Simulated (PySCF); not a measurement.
**C₄H₆S, SMILES `C=CC(C)=S`: what the electrons do**

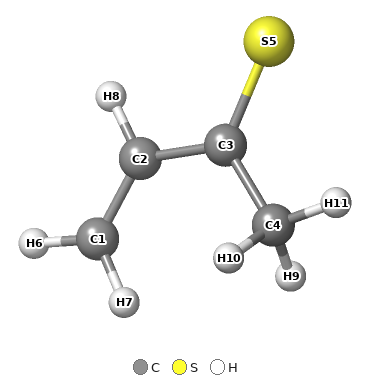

The molecule, with its atoms numbered as below. No frequency check shows the geometry to be a minimum.

Coordinates in Å:

```
C1      -2.2752    0.4221    0.0000
C2      -0.9873    0.7681   -0.0001
C3       0.1255   -0.1503   -0.0001
C4      -0.1172   -1.6214   -0.0002
S5       1.6524    0.4431    0.0001
H6      -3.0520    1.1673    0.0003
H7      -2.5999   -0.6046    0.0001
H8      -0.7099    1.8140    0.0000
H9      -0.6894   -1.9104   -0.8811
H10     -0.6899   -1.9097    0.8822
H11      0.8283   -2.1573    0.0005
```

Part 1: Bonding charge

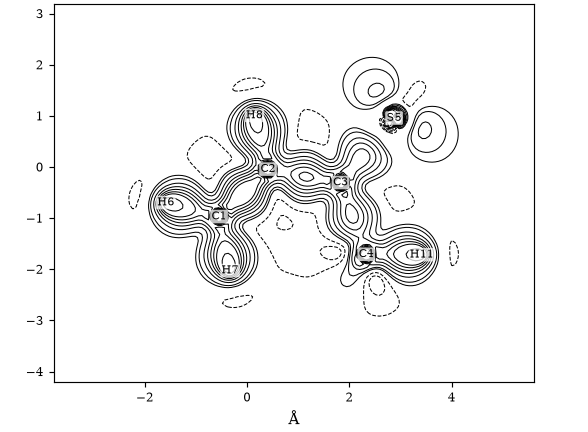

Deformation density (molecule less spherical, spin-averaged free atoms) in a plane through 9 of the atoms; contours at ±0.05 to ±0.8 e/Å³; solid lines: gain, dashed lines: loss.

Computed with PySCF, PBE0/def2-TZVP, geometry: GFN2-xTB.

> Describe the bonding that the map shows.

C2–H8: +0.78 e/Å³ at the bond critical point (bond length 1.08 Å, Mayer order 0.9). C1–H6: +0.78 e/Å³ at the bond critical point (bond length 1.08 Å, Mayer order 1.0). C1–C2: +0.77 e/Å³ at the bond critical point (bond length 1.33 Å, Mayer order 1.8). C1–H7: +0.77 e/Å³ at the bond critical point (bond length 1.08 Å, Mayer order 0.9). C4–H11: +0.74 e/Å³ at the bond critical point (bond length 1.09 Å, Mayer order 1.0). C2–C3: +0.63 e/Å³ at the bond critical point (bond length 1.44 Å, Mayer order 1.1). C3–C4: +0.53 e/Å³ at the bond critical point (bond length 1.49 Å, Mayer order 1.0). C3–S5: +0.20 e/Å³ at the bond critical point (bond length 1.64 Å, Mayer order 1.9). In all, 2.6 electrons gather in the regions of gain relative to the promolecule.

Part 2: Bond critical points

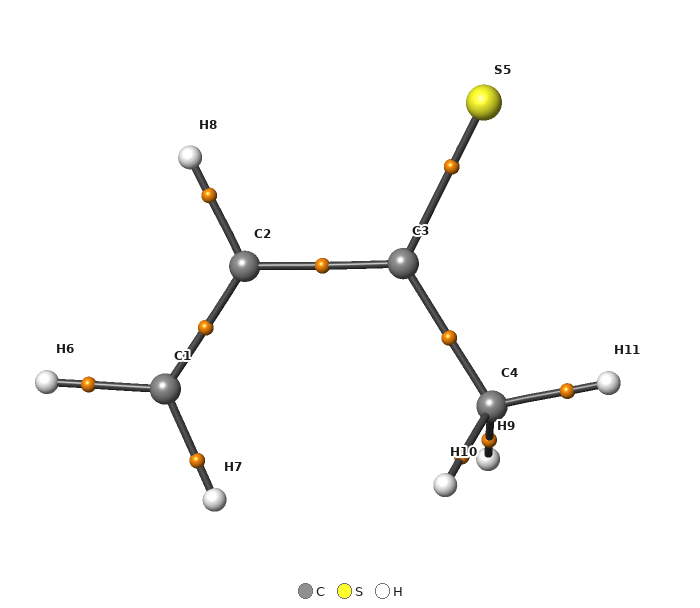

Molecular graph of the electron density (QTAIM): bond paths, bond critical points (orange), ring points (yellow, if any); weak paths are dashed.

> How many critical points of each kind are there, and does the count close?

11 nuclei, 10 bond, 0 ring and 0 cage critical points: 11 − 10 + 0 − 0 = 1, as the Poincaré–Hopf relation requires.

> What does the calculation give at each kind of bond critical point?

```json
{"bond": "C1–C2", "length (Å)": "1.334", "ρ (a.u.)": "0.352", "∇²ρ (a.u.)": "−1.09", "ε": "0.29", "H (a.u.)": "−0.414"}
{"bond": "C2–C3", "length (Å)": "1.443", "ρ (a.u.)": "0.293", "∇²ρ (a.u.)": "−0.85", "ε": "0.08", "H (a.u.)": "−0.292"}
{"bond": "C1–H6", "length (Å)": "1.076", "ρ (a.u.)": "0.290", "∇²ρ (a.u.)": "−1.05", "ε": "0.00", "H (a.u.)": "−0.300"}
{"bond": "C1–H7", "length (Å)": "1.077", "ρ (a.u.)": "0.289", "∇²ρ (a.u.)": "−1.04", "ε": "0.00", "H (a.u.)": "−0.299"}
{"bond": "C2–H8", "length (Å)": "1.082", "ρ (a.u.)": "0.289", "∇²ρ (a.u.)": "−1.04", "ε": "0.01", "H (a.u.)": "−0.297"}
{"bond": "C4–H11", "length (Å)": "1.087", "ρ (a.u.)": "0.283", "∇²ρ (a.u.)": "−0.99", "ε": "0.01", "H (a.u.)": "−0.286"}
{"bond": "C4–H9 (2 alike)", "length (Å)": "1.089", "ρ (a.u.)": "0.276", "∇²ρ (a.u.)": "−0.94", "ε": "0.01", "H (a.u.)": "−0.278"}
{"bond": "C3–C4", "length (Å)": "1.491", "ρ (a.u.)": "0.265", "∇²ρ (a.u.)": "−0.71", "ε": "0.02", "H (a.u.)": "−0.245"}
{"bond": "C3–S5", "length (Å)": "1.638", "ρ (a.u.)": "0.239", "∇²ρ (a.u.)": "−0.22", "ε": "0.11", "H (a.u.)": "−0.296"}
```

> What kind of interaction is C1–C2?

Shared-shell (covalent): ρ = 0.352, ∇²ρ = −1.09, H = −0.414 a.u. Its ellipticity of 0.29 shows that the density isn't cylindrical about the bond.

Part 3: Electrostatic potential

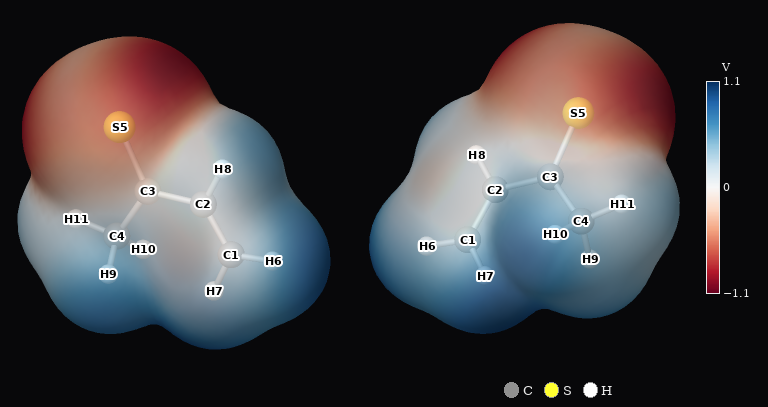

Electrostatic potential on the surface of electron density 0.001 a.u. (back view left, front view right).

> Where are the extremes of the potential on the surface?

Highest: 1.06 V, 1.3 Å from H7. Further maxima include 0.84 V, 1.3 Å from H10; 0.49 V, 1.4 Å from H11. Lowest: −1.01 V, 2.3 Å from S5. Further minima include −0.19 V, over C2, off the plane of its three bonds (2.1 Å), and at like points elsewhere. The surface is sampled at points, so like sites can differ by a few per cent and only the strongest of them is named.

Part 4: Excited states

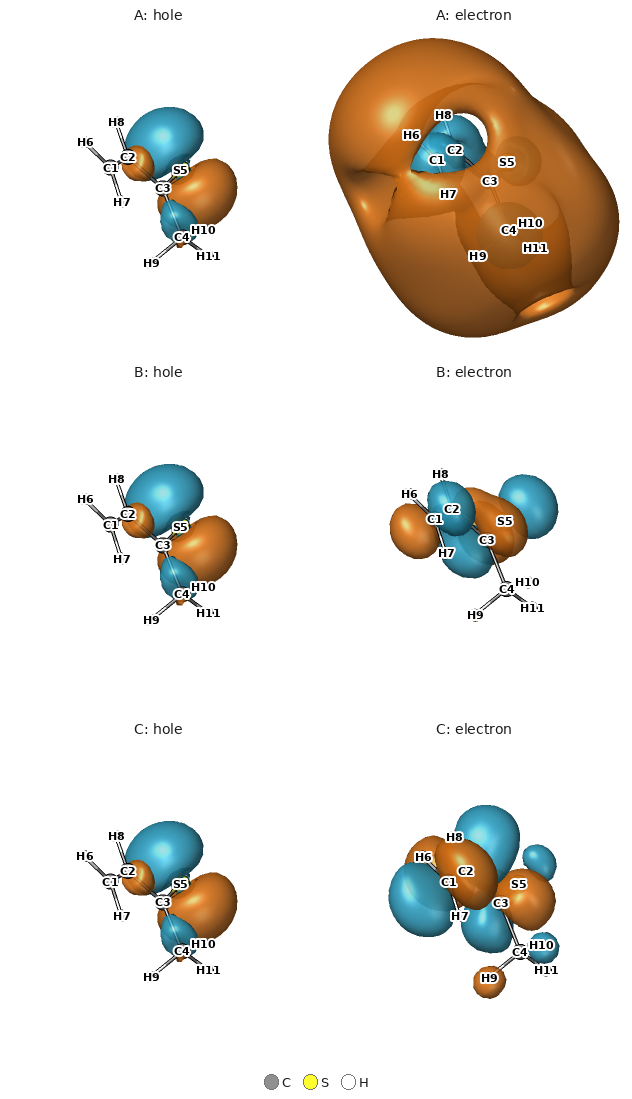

Leading natural transition orbital pairs of 3 excited states (full linear response singlet states).

PySCF calculation, PBE/def2-SVPD, gas phase; geometry: GFN2-xTB. This is a single-reference result, which may miss multireference character in this system.

```
state  energy (eV)      f
   S₁         1.87  0.000
   S₃         4.83  0.000
   S₄         5.18  0.048
```

> Which pair belongs to which state?

A is S₄ (n → diffuse (Rydberg-like) orbital): hole on S5 (79 %) and C3 (6 %), electron on S5 (14 %) and H6, H9 and H10 (11 % each). B is S₁ (n → π*): hole on S5 (84 %) and C3 (6 %), electron on S5 (37 %) and C3 (23 %). C is S₃ (n → π*, charge transfer, whose energy this functional puts too low): hole on S5 (84 %) and C3 (6 %), electron on C2 (31 %) and C1 (20 %).

Part 5: In an electric field

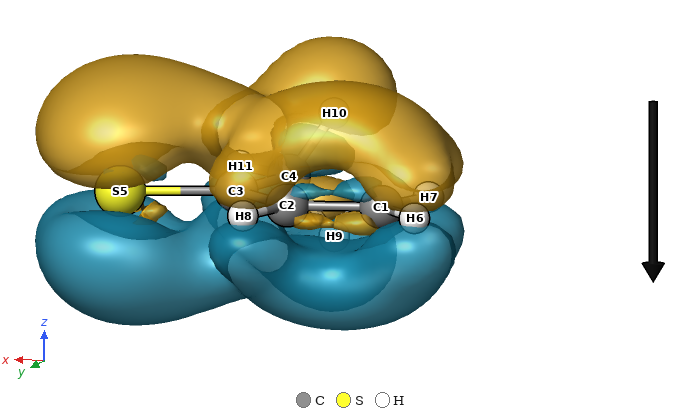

Change of the electron density in a uniform field of 0.21 V/Å along −z (arrow), surfaces at ±0.0008 e/Å³ (yellow: gain, teal: loss).

Level of theory: PBE0/def2-SVPD (PySCF), at a geometry from GFN2-xTB.

> How large is the response?

The induced dipole is 0.49 D (along the field); α along this axis, from the fields in both directions, is 48 bohr³ (7.2 Å³).

> Which atoms gain and lose the most charge?

Electrons gather most on H10 (Hirshfeld charge changes by −0.006 e) and leave H9 most (+0.006 e); 0.051 electrons are displaced in all.

Part 6: Removing or adding an electron

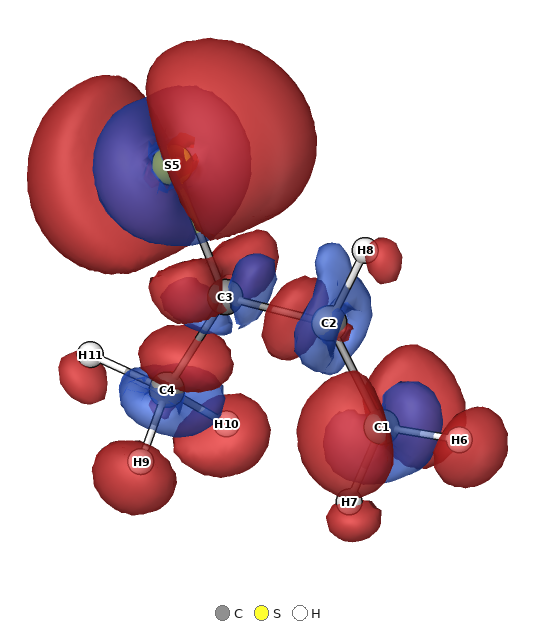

Fukui function f⁻ = ρ(N) − ρ(N−1) at fixed geometry, surfaces at ±0.02 e/Å³ (red positive, blue negative).

Method: PBE/cc-pVDZ; geometry: GFN2-xTB; program: PySCF. This is a single-reference result, which may miss multireference character in this system.

> On which atoms does the density change most on removal of an electron?

f⁻ (Hirshfeld-condensed) is largest on S5 (0.52); the vertical ionisation energy is 8.26 eV. Condensed values hint at sites of electrophilic attack but needn't mark the atom that reacts. Orbital relaxation makes it negative in places (0.24 e in all).

| atom | f⁻ | charge |
| --- | --- | --- |
| C1 | +0.11 | −0.06 |
| C2 | +0.03 | −0.04 |
| C3 | +0.06 | +0.05 |
| C4 | +0.04 | −0.10 |
| S5 | +0.52 | −0.13 |
| H6 | +0.05 | +0.05 |
| H7 | +0.04 | +0.05 |
| H8 | +0.03 | +0.04 |
| H9 | +0.04 | +0.05 |
| H10 | +0.04 | +0.05 |
| H11 | +0.03 | +0.04 |

The PySCF runs shown took 32 s, 3.7 min, 51 s and 5.6 min on 1 thread of Arm Neoverse V1, on a shared host.
